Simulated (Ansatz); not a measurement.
# GeH3F (GeFH3) at 6 levels

Aim: a comparison of 6 runs (HF/STO-3G, UPBE/STO-3G, r2SCAN/STO-3G, RPA@PBE/STO-3G, UMP2/STO-3G, CCSD(T)/STO-3G) of GeH3F (GeFH3). 

Program for the calculation: Ansatz 0.2.0.

57 further runs of the same task are left out: 8 that didn't finish, 49 set aside as unsound or not needed.

## 1. The structure to begin with

GeH3F has 5 atoms, charge 0, and is taken as a singlet. SMILES: `[H][Ge]([H])([H])[F]`. The H4–Ge1 distance was set to 2.239 Å, away from the relaxed value. At this shape a bond of the SMILES string is far longer than usual.

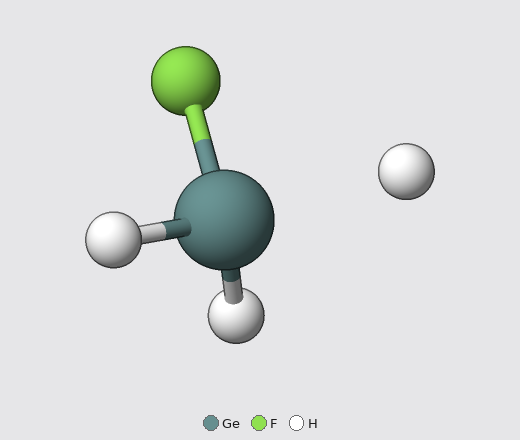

The structure, seen from a chosen angle (germanium teal, fluorine green, hydrogen white).

## 2. The energy at HF/STO-3G (run 1)

run.yaml reads:

```yaml
crystal:
  periodic: [false, false, false]
  atoms:
    - {symbol: Ge, position_ang: [0.364009, -0.629271, 0.023145]}
    - {symbol: F, position_ang: [0.375529, -0.648201, 1.757805]}
    - {symbol: H, position_ang: [1.813839, -0.618251, -0.331725]}
    - {symbol: H, position_ang: [-0.731820, 1.260740, -0.465520]}
    - {symbol: H, position_ang: [-0.360481, -1.884981, -0.332165]}
basis:
  gaussian:
    orbitals: STO-3G
magnetization:
  spin_polarized: false
hamiltonian:
  xc: hf
accuracy: high
```

Command:

```bash
$ ansatz run run.yaml --threads 1 --pin off --max-ram 2610MiB --events-out events.jsonl --progress --plain --runs-dir runs
```

Log:

```text
Warning: RAYON_NUM_THREADS=1 ignored (pool sized by the plan → 1); use --threads N
Functional definition: HF
  name "HF"
  exchange = exact_x
  correlation = 0
384 factors; integrals over basis functions are off by at most 2.9e-9 eV
mean field evaluation 1: about -58540.9518 eV, gradient 1.7e1 eV
mean field evaluation 2: about -58540.9780 eV, gradient 1.7e1 eV
mean field evaluation 4: about -58542.7899 eV, gradient 1.3e0 eV
mean field evaluation 8: about -58542.8032 eV, gradient 8.2e-6 eV
mean field -58542.80315908 eV, -2151.4083343590 hartree, gradient 1.8e-8 eV, S^2 0.000000; 0 other end points of the search recorded, 0 dependent functions left out
reference -58542.80315908 eV, -2151.4083343590 hartree; 22, 22 occupied and 4, 4 virtual orbitals, 384 factors
Total energy: -58542.80315908 eV, -2151.4083343590 hartree
```

Wall time 0.18 s (1 thread of Arm Neoverse V1, shared host).

## 3. The energy at UPBE/STO-3G (run 2)

molecule.yaml reads:

```yaml
crystal:
  periodic: [false, false, false]
  atoms:
    - {symbol: Ge, position_ang: [0.364009, -0.629271, 0.023145]}
    - {symbol: F, position_ang: [0.375529, -0.648201, 1.757805]}
    - {symbol: H, position_ang: [1.813839, -0.618251, -0.331725]}
    - {symbol: H, position_ang: [-0.731820, 1.260740, -0.465520]}
    - {symbol: H, position_ang: [-0.360481, -1.884981, -0.332165]}
basis:
  gaussian:
    orbitals: STO-3G
magnetization:
  spin_polarized: true
  initial_magnetization: 0
hamiltonian:
  xc: pbe
accuracy: high
```

Command:

```bash
$ ansatz run molecule.yaml --threads 1 --pin off --max-ram 2610MiB --events-out events.jsonl --progress --plain --runs-dir runs
```

Log:

```text
Warning: RAYON_NUM_THREADS=1 ignored (pool sized by the plan → 1); use --threads N
Functional definition: PBE
  name "PBE"
  parameter kappa = 0.804
  parameter beta = 0.06672455060314922
  exchange = pbe_x(kappa = kappa, mu = beta*pi^2/3)
  correlation = pbe_c(beta = beta)
384 factors; integrals over basis functions are off by at most 2.9e-9 eV
mean field evaluation 1: about -58431.2380 eV, gradient 1.7e2 eV
mean field evaluation 2: about -58450.5974 eV, gradient 1.5e2 eV
mean field evaluation 4: about -58493.4353 eV, gradient 1.0e2 eV
mean field evaluation 8: about -58576.7959 eV, gradient 9.5e-1 eV
mean field evaluation 16: about -58576.7485 eV, gradient 4.9e-5 eV
mean field -58576.74852400 eV, -2152.6558035106 hartree, gradient 6.8e-8 eV, S^2 0.000000; 0 other end points of the search recorded, 0 dependent functions left out
reference -58576.74852564 eV, -2152.6558035710 hartree; 22, 22 occupied and 4, 4 virtual orbitals, 384 factors
Total energy: -58576.74852564 eV, -2152.6558035710 hartree
```

Run time: 2.2 s. Hardware: 1 thread of Arm Neoverse V1, shared host; peak memory 0.13 GiB.

## 4. The energy at r2SCAN/STO-3G (run 3)

input.yaml reads:

```yaml
crystal:
  periodic: [false, false, false]
  atoms:
    - {symbol: Ge, position_ang: [0.364009, -0.629271, 0.023145]}
    - {symbol: F, position_ang: [0.375529, -0.648201, 1.757805]}
    - {symbol: H, position_ang: [1.813839, -0.618251, -0.331725]}
    - {symbol: H, position_ang: [-0.731820, 1.260740, -0.465520]}
    - {symbol: H, position_ang: [-0.360481, -1.884981, -0.332165]}
basis:
  gaussian: {orbitals: STO-3G}
hamiltonian: {xc: r2scan}
accuracy: high
```

Command:

```bash
$ ansatz run input.yaml --threads 1 --pin off --max-ram 2610MiB --events-out events.jsonl --progress --plain --runs-dir runs
```

Log:

```text
Warning: RAYON_NUM_THREADS=1 ignored (pool sized by the plan → 1); use --threads N
Functional definition: r2SCAN
  name "r2SCAN"
  parameter k0 = 0.174
  parameter k1 = 0.065
  parameter a1 = 4.9479
  exchange = r2scan_x(k0 = k0, k1 = k1, a1 = a1)
  correlation = r2scan_c
384 factors; integrals over basis functions are off by at most 2.9e-9 eV
mean field evaluation 1: about -58491.5396 eV, gradient 1.6e2 eV
mean field evaluation 2: about -58539.3779 eV, gradient 1.1e2 eV
mean field evaluation 4: about -58571.4119 eV, gradient 7.7e1 eV
mean field evaluation 8: about -58591.2240 eV, gradient 1.6e-1 eV
mean field evaluation 16: about -58591.1515 eV, gradient 3.3e-6 eV
mean field -58591.15146707 eV, -2153.1851019059 hartree, gradient 1.0e-8 eV, S^2 0.000000; 0 other end points of the search recorded, 0 dependent functions left out
reference -58591.15146744 eV, -2153.1851019196 hartree; 22, 22 occupied and 4, 4 virtual orbitals, 384 factors
Total energy: -58591.15146744 eV, -2153.1851019196 hartree
```

Run time: 3.6 s. Hardware: 1 thread of Arm Neoverse V1, shared host; peak memory 0.14 GiB.

Runs 4 to 5 aren't shown in full; the table further down has their settings and results.

## 5. The energy at CCSD(T)/STO-3G (run 6)

job.yaml reads:

```yaml
crystal:
  periodic: [false, false, false]
  atoms:
    - {symbol: Ge, position_ang: [0.364009, -0.629271, 0.023145]}
    - {symbol: F, position_ang: [0.375529, -0.648201, 1.757805]}
    - {symbol: H, position_ang: [1.813839, -0.618251, -0.331725]}
    - {symbol: H, position_ang: [-0.731820, 1.260740, -0.465520]}
    - {symbol: H, position_ang: [-0.360481, -1.884981, -0.332165]}
basis:
  gaussian: {orbitals: STO-3G}
correlation: {method: ccsd_t, frozen_orbitals: {F: 1, Ge: 9, H: 0}}
accuracy: high
scf: {omitted_lower_state_checks: [cluster_reference, increment]}
```

Command:

```bash
$ ansatz run job.yaml --threads 1 --pin off --max-ram 2610MiB --events-out events.jsonl --progress --plain --runs-dir runs
```

Log, cut to the lines that bear on the results:

```text
Warning: RAYON_NUM_THREADS=1 ignored (pool sized by the plan → 1); use --threads N
[... 2 set-up lines as earlier in the session ...]
[...]
384 factors; integrals over basis functions are off by at most 2.9e-9 eV
[...]
mean field -58542.80315908 eV, -2151.4083343590 hartree, gradient 1.8e-8 eV, S^2 0.000000; 0 other end points of the search recorded, 0 dependent functions left out; unrestricted orbitals would lower it
10 core orbitals not correlated: weight in the atoms' cores, before any rotation towards them, 1.000 or more for the frozen orbitals, at most 0.000 for the correlated occupied ones
reference -58542.80315908 eV, -2151.4083343590 hartree; 12, 12 occupied and 4, 4 virtual orbitals, 384 factors
second order -1.99186740 eV of doubles, -0.00000000 eV of singles
cycle   1  -2.57791378 eV  change   -5.9e-1 eV  update   9.8e-2
[...]
cycle  21  -3.02957405 eV  change    1.4e-9 eV  update   1.9e-9
perturbative correction -0.09221912 eV, -0.0033889902 hartree
Total energy: -58545.92495225 eV, -2151.5230581420 hartree
Checks for a lower state left out: cluster_reference, increment
```

It took 0.28 s on 1 thread of Arm Neoverse V1, shared host.

## 6. The series

| run | level | frozen core orbitals | energy (Eh) | wall time |
| --- | --- | --- | --- | --- |
| 1 | HF/STO-3G | – | -2151.408334 | 0.18 s |
| 2 | UPBE/STO-3G | – | -2152.655804 | 2.2 s |
| 3 | r2SCAN/STO-3G | – | -2153.185102 | 3.6 s |
| 4 | RPA@PBE/STO-3G | 10 | -2151.546993 | 3.6 s |
| 5 | UMP2/STO-3G | 10 | -2151.472637 | 0.36 s |
| 6 | CCSD(T)/STO-3G | 10 | -2151.523058 | 0.28 s |

## 7. Outcome

| quantity | value |
| --- | --- |
| run 6: total energy | -2151.52306 Eh |
| run 6: correlation energy (10 core orbitals frozen) | -114.7 mEh |
| run 6: (T) correction | -3.39 mEh |
| run 6: T1 diagnostic | 0.009 |

What this shows: Below the HF energy at the same shape and in the same basis (STO-3G): UMP2 -64.3 mEh; CCSD(T) -114.7 mEh. Some of these start from another determinant than that one, so these aren't their correlation energies. Totals of different functionals can't be ranked against each other. In run 6 the log says that unrestricted orbitals would lower the reference, so the values rest on an unstable closed-shell determinant (other closed-shell runs at this shape may share the fault). In runs 1, 2, 3, 4, 5, 6 the basis is minimal, so the values are rough. Spin contamination of the reference: run 5 ⟨S²⟩ = 0.45. All runs together took 10 s, the longest 3.6 s.
